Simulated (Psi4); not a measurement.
# GeH3O2F (SMILES [OH][GeH]([OH])[F]): wB97X/def2-SVP

What is the vertical singlet–triplet gap of GeH3O2F at wB97X/def2-SVP? 

The calculation is run with Psi4 1.11.

2 further runs of the same task are left out: 2 set aside as unsound or not needed. Runs told in other sessions of the task aren't counted.

### Step 1. Starting point

The species is GeH3O2F (7 atoms), meant as a singlet with charge 0. SMILES: `[OH][GeH]([OH])[F]`. The shape is that of a PBE0-D4/def2-TZVP optimisation. This is one conformer, not always the lowest.

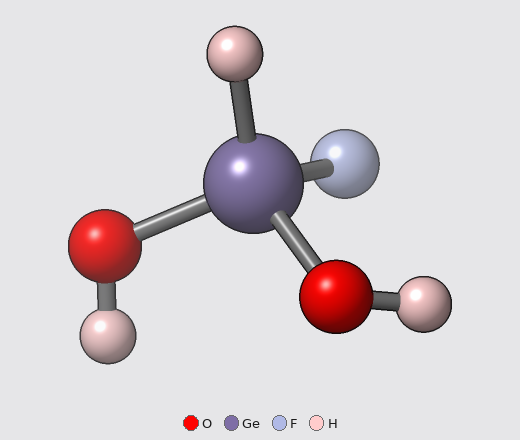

Viewed from a chosen angle; oxygen red, germanium purple, fluorine light blue, hydrogen pink.

### Step 2. Energy and gradient at wB97X/def2-SVP

Input file fgeh3o2.in:

```
memory 2200 mb

molecule molecule1 {
  O     -0.352900     1.140300    -0.859300
  Ge    -0.107500    -0.026800     0.432400
  O      1.518200    -0.656000     0.307600
  F     -1.260300    -1.284500     0.113200
  H     -1.209200     1.041800    -1.283900
  H     -0.331400     0.485800     1.847500
  H      1.804400    -0.768700    -0.603100
  units angstrom
  symmetry c1
  no_reorient
  no_com
}

set reference rks
set puream true
set e_convergence 1e-09
set d_convergence 1e-08
set scf_type pk
set dft_radial_points 99
set dft_spherical_points 590

E = gradient("wb97x/def2-SVP")
```

Run with:

```sh
$ psi4 fgeh3o2.in fgeh3o2.out -n 1
```

fgeh3o2.out, cut to the lines that bear on the results:

```text
[...]
  Running in c1 symmetry.
[...]
  Nuclear repulsion =  327.327915065786726
[...]
  Multiplicity = 1
[...]
  Nalpha       = 30
  Nbeta        = 30
[...]
    Number of basis functions: 89
[...]
   @RKS iter   1: -2327.53466978236293   -2.72620e+00   2.62467e-02 ADIIS/DIIS
[...]
   @RKS iter  13: -2328.70840453287565    9.09495e-13   1.98965e-09 DIIS
[...]
    Orbital Energies [Eh]
    ---------------------
    Doubly Occupied:
       1A   -398.565849     2A    -49.836882     3A    -44.373414
       4A    -44.372683     5A    -44.372146     6A    -24.716611
       7A    -19.215323     8A    -19.214343     9A     -6.373635
      10A     -4.552740    11A     -4.550826    12A     -4.548294
      13A     -1.395629    14A     -1.388679    15A     -1.381849
      16A     -1.379638    17A     -1.379278    18A     -1.242989
      19A     -1.120368    20A     -1.098900    21A     -0.707107
      22A     -0.618695    23A     -0.589657    24A     -0.546296
      25A     -0.524014    26A     -0.494278    27A     -0.479155
      28A     -0.458472    29A     -0.440938    30A     -0.429093
[...]
  @RKS Final Energy: -2328.70840453287565
   => Energetics <=
    Nuclear Repulsion Energy =            327.3279150657867262
    One-Electron Energy =               -3894.8920684040331253
    Two-Electron Energy =                1322.0064389718927487
    DFT Exchange-Correlation Energy =     -83.1506901665219118
    Empirical Dispersion Energy =           0.0000000000000000
    VV10 Nonlocal Energy =                  0.0000000000000000
    Total Energy =                      -2328.7084045328756474
[...]
 Multipole Moments:
 ------------------------------------------------------------------------------------
     Multipole            Electronic (a.u.)      Nuclear  (a.u.)        Total (a.u.)
 ------------------------------------------------------------------------------------
 L = 1.  Multiply by 2.5417464519 to convert [e a0] to [Debye]
 Dipole X            :          9.6263350           -9.8199618           -0.1936268
 Dipole Y            :         15.0418744          -14.7111399            0.3307344
 Dipole Z            :        -19.9422306           19.6578760           -0.2843546
 Magnitude           :                                                    0.4772150
[...]
  -Total Gradient:
     Atom            X                  Y                   Z
    ------   -----------------  -----------------  -----------------
       1       -0.001407201860     0.000777611631    -0.001261396633
       2       -0.001796772506    -0.001951719035    -0.003562680120
       3        0.001300898676    -0.000434792316    -0.001295861455
       4        0.001138759225     0.001118815189     0.000842556619
       5        0.002217800855    -0.000424786230     0.001775962952
       6       -0.000136345496     0.000451083289     0.001420137887
       7       -0.001410572012     0.000605438837     0.001984476210
[...]
```

Wall time 27 s (1 thread of Intel Xeon Platinum 8488C (Sapphire Rapids), shared host); peak memory 1.2 GiB.

### Step 3. The triplet

Input file calc.in:

```
memory 2200 mb

molecule {
  0 3
  O     -0.352900     1.140300    -0.859300
  Ge    -0.107500    -0.026800     0.432400
  O      1.518200    -0.656000     0.307600
  F     -1.260300    -1.284500     0.113200
  H     -1.209200     1.041800    -1.283900
  H     -0.331400     0.485800     1.847500
  H      1.804400    -0.768700    -0.603100
  symmetry c1
  no_reorient
  no_com
}

set basis def2-SVP
set reference uks
set puream true
set e_convergence 1e-09
set d_convergence 1e-08
set scf_type pk
set dft_radial_points 99
set dft_spherical_points 590
set maxiter 100

E, wfn = gradient("wb97x", return_wfn=True)
oeprop(wfn, "MULLIKEN_CHARGES", "QUADRUPOLE", "DIPOLE", title="WB97X")
```

Run with:

```sh
$ psi4 -i calc.in -o calc.out -n 1
```

calc.out, cut to the lines that bear on the results:

```text
[...]
  Running in c1 symmetry.
[...]
  Nuclear repulsion =  327.327915065786726
[...]
  Multiplicity = 3
[...]
  Nalpha       = 31
  Nbeta        = 29
[...]
    Number of basis functions: 89
[...]
   @UKS iter   1: -2327.11545010170857   -2.30698e+00   2.67400e-02 ADIIS/DIIS
[...]
   @UKS iter  28: -2328.41528971109847   -1.13687e-11   5.77085e-09 DIIS
[...]
   @S^2 Observed:                2.007908027E+00
[...]
  @UKS Final Energy: -2328.41528971109847
   => Energetics <=
    Nuclear Repulsion Energy =            327.3279150657867262
    One-Electron Energy =               -3893.6207868452584080
    Two-Electron Energy =                1320.9767698576401926
    DFT Exchange-Correlation Energy =     -83.0991877892669635
    Empirical Dispersion Energy =           0.0000000000000000
    VV10 Nonlocal Energy =                  0.0000000000000000
    Total Energy =                      -2328.4152897110984668
  UHF NO Occupations:
  HONO-2 :   29  A 1.9977134
  HONO-1 :   30  A 1.0000000
[...]
  -Total Gradient:
     Atom            X                  Y                   Z
    ------   -----------------  -----------------  -----------------
       1       -0.059844641879    -0.094553050996     0.057186567726
       2       -0.001236616604     0.059444638185    -0.066650904568
       3       -0.018701293381     0.009062990347    -0.005255615402
       4        0.006743019447     0.019328406171    -0.004069314439
       5        0.075853623350     0.004590127500     0.041398486980
       6       -0.001708535846     0.000156307204    -0.024829469573
       7       -0.001171628481     0.001996244635     0.002101944294
[...]
  Mulliken Charges: (a.u.)
   Center  Symbol    Alpha    Beta     Spin     Total
       1     O     4.37337  3.49051  0.88285  0.13612
       2    GE    15.91279 15.49094  0.42184  0.59627
       3     O     4.24276  4.14690  0.09586 -0.38967
       4     F     4.70677  4.67296  0.03381 -0.37973
       5     H     0.70712  0.35940  0.34772 -0.06652
       6     H     0.64258  0.43700  0.20558 -0.07957
       7     H     0.41462  0.40228  0.01234  0.18309
   Total alpha = 31.00000, Total beta = 29.00000, Total charge =  0.00000
    Psi4 run time: 0:00:52.44
```

It took 54 s on 1 thread of Intel Xeon Platinum 8488C (Sapphire Rapids), shared host; peak memory 1.2 GiB.

### Step 4. What came out

At wB97X/def2-SVP:

| quantity | value |
| --- | --- |
| singlet: total energy | -2328.70840 Eh |
| singlet: dipole moment | 1.21 D |
| singlet: HOMO energy | -11.68 eV |
| singlet: LUMO energy | 2.75 eV |
| singlet: HOMO–LUMO gap | 14.43 eV |
| singlet: largest force on an atom | 0.228 eV/Å |
| triplet: total energy | -2328.41529 Eh |
| triplet: dipole moment | 2.24 D |
| triplet: HOMO energy (highest over α and β) | -4.07 eV |
| triplet: ⟨S²⟩ | 2.008 |
| triplet: largest force on an atom | 6.462 eV/Å |
| vertical energy of the triplet above the singlet | 7.976 eV |

In words: At this shape the triplet lies 7.98 eV (770 kJ/mol) above the singlet. Mulliken charges (triplet) run from -0.39 on O3 to +0.60 on Ge2.
